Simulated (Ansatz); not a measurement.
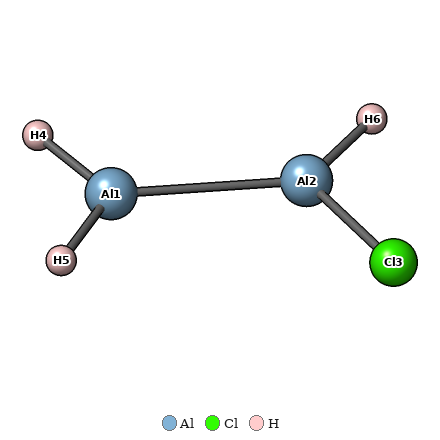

Two computed energy maps of Al₂ClH₃, SMILES [AlH2][AlH][Cl]. The picture above is the structure of the first map.

Map 1

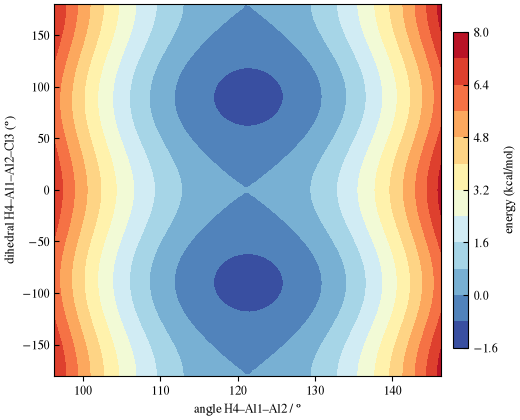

Al₂ClH₃, SMILES [AlH2][AlH][Cl]. 
- The first coordinate is: angle H4–Al1–Al2; the second: dihedral H4–Al1–Al2–Cl3.
- Nothing is relaxed (all other coordinates rigid).
- Grid: 9 × 10 points; 54 points were computed and 36 follow by symmetry.
- Points are written as (first, second).
- All energies are given in kcal/mol relative to the relaxed molecule at the same level.
- Level of theory: Ansatz 0.2.0, RKS PBE0-D4/def2-TZVP.

The picture shows filled contours. Between grid points the surface is interpolated.

Map 2

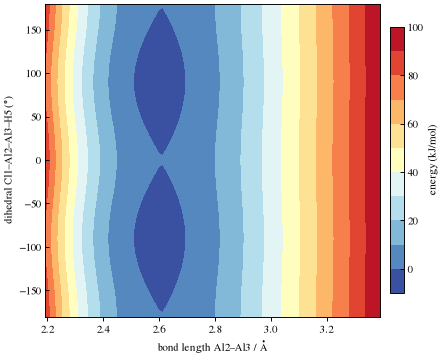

Al₂ClH₃, SMILES [AlH2][AlH][Cl]. Coordinates scanned: (1) bond length Al2–Al3; (2) dihedral Cl1–Al2–Al3–H5. Nothing is relaxed (all other coordinates rigid). The grid has 15 × 15 points; 120 points were computed and 105 follow by symmetry. Points are written as (first, second). Energies: kJ/mol, counted from the relaxed molecule at the same level. Level of theory: RHF-MP2, frozen core/def2-TZVP (Ansatz 0.2.0).

In the figure: filled contours. Between grid points the surface is interpolated.

**What does each map show?**

Map 1: The lowest grid point is at (121.3°, −108°), −0.9 kcal/mol from the relaxed molecule at the same level; the map holds 2 wells of about this depth. No other kind of well shows on this grid. The highest grid point, (146.3°, −180°), lies 8.4 kcal/mol above the lowest. On the interpolated surface the easiest way out of the lowest well to a well of about the same depth near (121.3°, 108°) passes a barrier of about 1 kcal/mol, counted from the interpolated bottom of the well. Round the minimum the two coordinates are nearly uncoupled.
Map 2: The lowest grid point is at (2.620 Å, −84°), −2.7 kJ/mol from the relaxed molecule at the same level; the map holds 2 wells of about this depth. No other kind of well shows on this grid. The highest grid point, (3.392 Å, −180°), lies 102 kJ/mol above the lowest. On the interpolated surface the easiest way out of the lowest well to a well of about the same depth near (2.620 Å, 84°) passes a barrier of about 2.9 kJ/mol, counted from the interpolated bottom of the well. Round the minimum the two coordinates are nearly uncoupled.

**Maps 1, 2 start from a relaxed reference structure. Do they show a way to lower its energy?**

Yes. In map 1 the point (121.3°, −108°) lies 0.9 kcal/mol below the reference. In map 2 the point (2.620 Å, −84°) lies 2.7 kJ/mol below the reference.
